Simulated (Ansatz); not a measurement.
# SiC(111) slab, H on both faces: how far the smearing width must go

A convergence test: the same geometry at several values of the smearing width.

Calculated with Ansatz 0.2.0; Kohn-Sham DFT, PBE+D4, PAW, plane waves.

### Step 1. Starting point

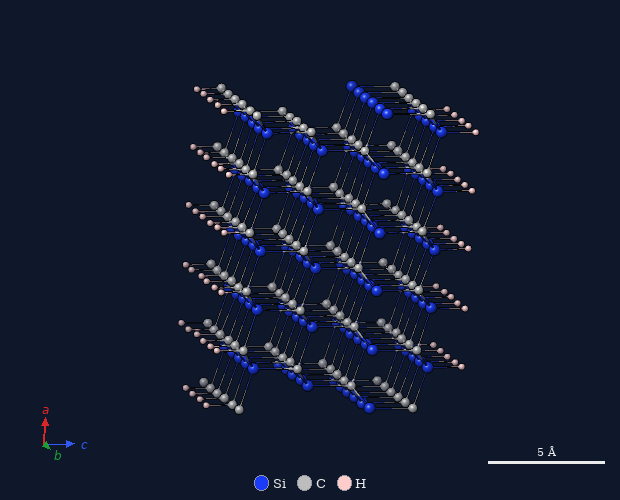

Start, viewed from the side, with the c axis across the page; silicon blue, carbon light grey, hydrogen pink. Bonds to atoms that aren't drawn are left out. Some periodic images of atoms are drawn too.

The cell holds 250 atoms: 100 Si, 100 C and 50 H. Its edges and angles: a = 15.415 Å, b = 15.415 Å, c = 20.751 Å, α = 90.0°, β = 90.0°, γ = 60.0°. Zinc-blende SiC (a = 4.36 A), (111) slab of 8 atomic planes, 5 x 5 surface cells, H on the broken bonds of both faces, 10 A of vacuum; displaced by a Gaussian of 0.02 A. Regions: slab, 200 atoms (100 Si and 100 C); hydrogen, 50 atoms (50 H). Vacuum lies along c.

### Step 2. Script and output

The script builds the cell with ASE, from fixed seeds where it draws at random, so the run can be repeated from this text alone. Only Γ is sampled; the cell is 13.3 Å or more across in its periodic directions. A dispersion term (D4) is added as well, though little in this cell is weakly bound. No cutoff is typed, so the potentials' recommended one is used (420 eV). The narrowest smearing is the reference; the free energy moves with the width through its entropy term.

Input file test_settings.py:

```python
import time
import numpy as np
from ase import Atoms
from ase.build import bulk, make_supercell, surface
from ase.neighborlist import neighbor_list
import ansatz as az

u = bulk('SiC', 'zincblende', a=4.36)
u.positions += np.array([0.2, 0.2, 0.2]) @ u.cell[:]; u.wrap(eps=1e-6)
full = surface(u, [1, 1, 1], 6, vacuum=5)
full.set_cell(full.cell.cellpar(), scale_atoms=True)  # standard orientation
full.set_tags(0)
full = make_supercell(full, [[5, 0, 0], [0, 5, 0], [0, 0, 1]])
full.set_cell(full.cell.cellpar(), scale_atoms=True)  # standard orientation
z = full.positions[:, 2] - full.positions[:, 2].min()
keep = (z > 2.42) & (z < 10.8)
i, j, D = neighbor_list('ijD', full, 2.17)
miss = keep[i] & ~keep[j]
bond = {'Si': 1.48, 'C': 1.09}
caps = [full.positions[a] + d / np.linalg.norm(d) * bond[full[a].symbol] for a, d in zip(i[miss], D[miss])]
atoms = full[keep] + Atoms('H' * len(caps), caps)
atoms.set_tags([0] * keep.sum() + [1] * len(caps))
atoms.center(vacuum=5, axis=2); atoms.pbc = True
atoms.rattle(0.02, seed=95157)
atoms.wrap()
print(f"{len(atoms)} atoms ({atoms.get_chemical_formula()}), volume {atoms.get_volume():.1f} A^3")

base = (
    az.Crystal.from_ase(atoms)
    .calculation()
    .functional("pbe", dispersion="d4")
    .kpoints(1, 1, 1)
    .forces()
    .band_table()
)

def gap_of(report):
    e = np.concatenate(report["eigenvalues_ev"]); f = np.concatenate(report["occupations"])
    f = f / f.max()  # a half-filled level counts on both sides, so the gap is then zero
    return e[f > 0.3].max(), e[f < 0.7].min()

rows = []
for width in [0.5, 0.3, 0.2, 0.1, 0.05, 0.02]:
    start = time.time()
    try:
        r = base.occupations("gaussian", width=width).run(threads=4).report
    except az.AnsatzError as error:
        print(width, 'failed:', str(error)[:110])
        continue
    homo, lumo = gap_of(r)
    rows.append((width, r['free_energy_ev'] / len(atoms), np.array(r['forces_ev_ang']), max(lumo - homo, 0), np.nan, r['n_iterations'], time.time() - start))
    print(width, f"F = {r['free_energy_ev']:.4f} eV, {r['n_iterations']} iterations, {time.time() - start:.0f} s", flush=True)

ref = rows[-1]
scale = np.sqrt(np.mean(ref[2] ** 2))
print(f"r.m.s. force of the reference: {scale:.3f} eV/A")
print("   width  dE (meV/atom)  dF rms (meV/A)  dF (%)  gap (eV)  iter  time (s)")
for name, e, f, gap, p, n, t in rows:
    df = np.sqrt(np.mean((f - ref[2]) ** 2))
    print(f"{str(name):>8s} {1000 * (e - ref[1]):14.2f} {1000 * df:15.2f} {100 * df / scale:7.2f} {gap:9.3f} {n:5d} {t:9.1f}")
```

Started as:

```bash
$ python test_settings.py
```

The program printed:

```text
250 atoms (C100H50Si100), volume 4270.3 A^3
DeckWarning: basis.ecutwfc = 420 eV, auto-derived from the records' recommended cutoffs: set by Si (normal level)
0.5 F = -89563.4853 eV, 9 iterations, 127 s
0.3 F = -89563.4821 eV, 9 iterations, 101 s
0.2 F = -89563.4821 eV, 9 iterations, 101 s
0.1 F = -89563.4821 eV, 9 iterations, 91 s
0.05 F = -89563.4821 eV, 9 iterations, 88 s
0.02 F = -89563.4821 eV, 9 iterations, 89 s
r.m.s. force of the reference: 0.693 eV/A
   width  dE (meV/atom)  dF rms (meV/A)  dF (%)  gap (eV)  iter  time (s)
     0.5          -0.01            1.56    0.23     1.957     9     127.1
     0.3          -0.00            0.01    0.00     1.952     9     101.1
     0.2          -0.00            0.00    0.00     1.952     9     100.6
     0.1           0.00            0.00    0.00     1.952     9      91.0
    0.05           0.00            0.00    0.00     1.952     9      88.4
    0.02           0.00            0.00    0.00     1.952     9      89.0
```

Elapsed: 10 min, on 4 threads of Arm Neoverse V1, shared host; peak memory 6.7 GiB; 39 min of CPU time.

### Step 3. Looking at the results

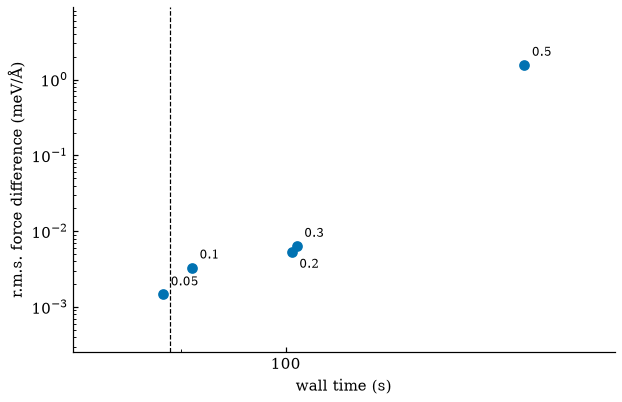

Force difference against time; the dashed line is the time of the reference run (0.02).

### Step 4. Results

* reference run: 0.02, 89 s
* r.m.s. force component of the reference: 0.693 eV/Å
* largest r.m.s. force difference: 1.56 meV/Å (0.5)
* smallest r.m.s. force difference: 0.00146 meV/Å (0.05)
* energy differences: -0.0130 to 0 meV/atom

In words: Widths up to 0.5 eV keep the forces within 1 % of those at the narrowest. That holds here because a gap keeps the occupations nearly whole; it need not in a metal. No dipole correction is set, which matters where the two faces of the slab differ.

[Logs are printed without paths, hosts, clocks, repeated set-up lines and the standing remarks that a program may print on its own settings, such as how far it seeks lower states.]

[Hosts, paths, dates, database ids (printed as entryN), source tags and the programs' standing remarks are cut or masked in the printed files.]

[Scripts of this kind were picked in part by their result: those with far moves, changed bonds, near-zero gaps or large misses at database cells are mostly left out.]
